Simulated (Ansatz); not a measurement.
# AlH2Br (SMILES [AlH2][Br]) at 3 levels

We compute a comparison of 3 runs (BHLYP/STO-3G, r2SCAN/STO-3G, CCSD/STO-3G) of AlH2Br. 

The calculation is run with Ansatz 0.2.0.

58 further runs of the same task are left out: 7 that didn't finish, 51 set aside as unsound or not needed.

## (1) The structure to begin with

AlH2Br has 4 atoms, charge 0, and is taken as a singlet. SMILES: `[AlH2][Br]`. The Br2–Al1 distance was set to 5.641 Å, away from the relaxed value. At this shape a bond of the SMILES string is far longer than usual.

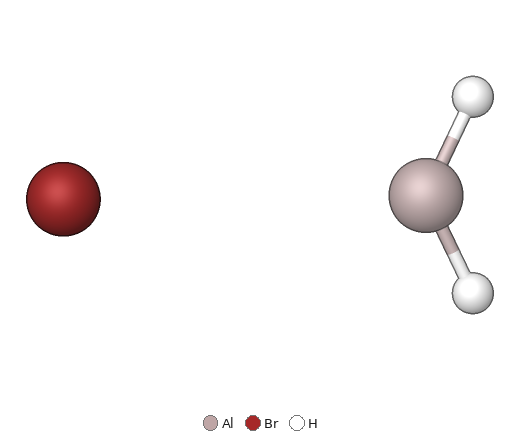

The structure, seen from a chosen angle (aluminium light grey, bromine red, hydrogen white).

## (2) The energy at BHLYP/STO-3G (run 1)

Input file run.yaml:

```yaml
crystal:
  periodic: [false, false, false]
  atoms:
    - {symbol: Al, position_ang: [-2.898065, -0.906639, -1.895277]}
    - {symbol: Br, position_ang: [1.684900, 0.496600, 1.079700]}
    - {symbol: H, position_ang: [-3.311365, -2.426739, -1.924177]}
    - {symbol: H, position_ang: [-3.669465, 0.250761, -2.635377]}
basis:
  gaussian:
    orbitals: STO-3G
accuracy: high
hamiltonian:
  xc: {name: BHLYP}
```

On the command line:

```sh
ansatz run run.yaml --threads 1 --pin off --max-ram 2610MiB --events-out events.jsonl --progress --plain --runs-dir runs
```

The log of the run:

```text
Warning: RAYON_NUM_THREADS=1 ignored (pool sized by the plan → 1); use --threads N
Functional definition: BHLYP
  name "BHLYP"
  parameter a = 0.5
  exchange = (1 - a)*b88_x + a*exact_x
  correlation = lyp_c
352 factors; integrals over basis functions are off by at most 1.7e-8 eV
mean field evaluation 1: about -75824.3220 eV, gradient 1.7e1 eV
mean field evaluation 2: about -75722.4423 eV, gradient 3.7e1 eV
mean field evaluation 4: about -75812.0163 eV, gradient 1.2e1 eV
mean field evaluation 8: about -75825.1364 eV, gradient 7.1e0 eV
mean field evaluation 16: about -75827.2701 eV, gradient 8.3e-7 eV
mean field evaluation 32: about -75827.2141 eV, gradient 2.5e0 eV
mean field evaluation 64: about -75827.2700 eV, gradient 3.1e-3 eV
mean field evaluation 96: about -75827.2700 eV, gradient 3.1e-3 eV
mean field -75827.27010266 eV, -2786.6007787032 hartree, gradient 2.2e-8 eV, S^2 0.000000; 8 other end points of the search recorded, 0 dependent functions left out
reference -75827.27012670 eV, -2786.6007795866 hartree; 25, 25 occupied and 4, 4 virtual orbitals, 352 factors
Total energy: -75827.27012670 eV, -2786.6007795866 hartree
```

It took 6.9 s on 1 thread of Arm Neoverse V1, shared host; peak memory 0.099 GiB.

## (3) A single-point energy at r2SCAN/STO-3G (run 2)

run.yaml, as its differences from that of step 2:

```diff
@@ -8,6 +8,4 @@
 basis:
-  gaussian:
-    orbitals: STO-3G
+  gaussian: {orbitals: STO-3G}
+hamiltonian: {xc: r2scan}
 accuracy: high
-hamiltonian:
-  xc: {name: BHLYP}
```

On the command line:

```sh
ansatz run run.yaml --threads 1 --pin off --max-ram 2610MiB --events-out events.jsonl --progress --plain --runs-dir runs
```

The log of the run (excerpt; [...] marks lines left out):

```text
Warning: RAYON_NUM_THREADS=1 ignored (pool sized by the plan → 1); use --threads N
Functional definition: r2SCAN
  name "r2SCAN"
[...]
352 factors; integrals over basis functions are off by at most 1.7e-8 eV
[...]
mean field -75826.72817229 eV, -2786.5808631292 hartree, gradient 7.2e-9 eV, S^2 0.000000; 4 other end points of the search recorded, 0 dependent functions left out
reference -75826.72817275 eV, -2786.5808631462 hartree; 25, 25 occupied and 4, 4 virtual orbitals, 352 factors
Total energy: -75826.72817275 eV, -2786.5808631462 hartree
```

Run time: 36 s. Hardware: 1 thread of Arm Neoverse V1, shared host; peak memory 0.14 GiB.

## (4) The energy at CCSD/STO-3G (run 3)

run.yaml, as its differences from that of step 3:

```diff
@@ -8,4 +8,10 @@
 basis:
-  gaussian: {orbitals: STO-3G}
-hamiltonian: {xc: r2scan}
+  gaussian:
+    orbitals: STO-3G
+total_charge: 0
+correlation:
+  method: ccsd
+  frozen_orbitals: {Al: 5, Br: 9, H: 0}
 accuracy: high
+scf:
+  omitted_lower_state_checks: [cluster_reference, increment]
```

On the command line:

```sh
ansatz run run.yaml --threads 1 --pin off --max-ram 2610MiB --events-out events.jsonl --progress --plain --runs-dir runs
```

The log of the run:

```text
Warning: RAYON_NUM_THREADS=1 ignored (pool sized by the plan → 1); use --threads N
[... 14 lines left out ...]
14 core orbitals not correlated: weight in the atoms' cores, before any rotation towards them, 0.999 or more for the frozen orbitals, at most 0.001 for the correlated occupied ones
[... 87 lines left out ...]
WARN: these amplitudes may be one of several solutions (largest doubles amplitude 1.61, level shift 6.07 eV)
Total energy: -75776.57279869 eV, -2784.7376871462 hartree
Checks for a lower state left out: cluster_reference, increment
```

Run time: 0.68 s. Hardware: 1 thread of Arm Neoverse V1, shared host.

## (5) The series

```csv
run,level,frozen core orbitals,energy (Eh),wall time
1,BHLYP/STO-3G,–,-2786.600780,6.9 s
2,r2SCAN/STO-3G,–,-2786.580863,36 s
3,CCSD/STO-3G,14,-2784.737687,0.68 s
```

## (6) Summary of results

| quantity | value |
| --- | --- |
| run 3: total energy | -2784.73769 Eh |
| run 3: correlation energy (14 core orbitals frozen) | -146.0 mEh |
| run 3: T1 diagnostic | 0.176 |

In words: Totals of different functionals can't be ranked against each other. In run 3 the T1 diagnostic is large, so a single reference may not serve. In run 3 the log says that unrestricted orbitals would lower the reference, so the values rest on an unstable closed-shell determinant (other closed-shell runs at this shape may share the fault). In runs 1, 2, 3 the basis is minimal, so the values are rough. All runs together took 44 s, the longest 36 s.
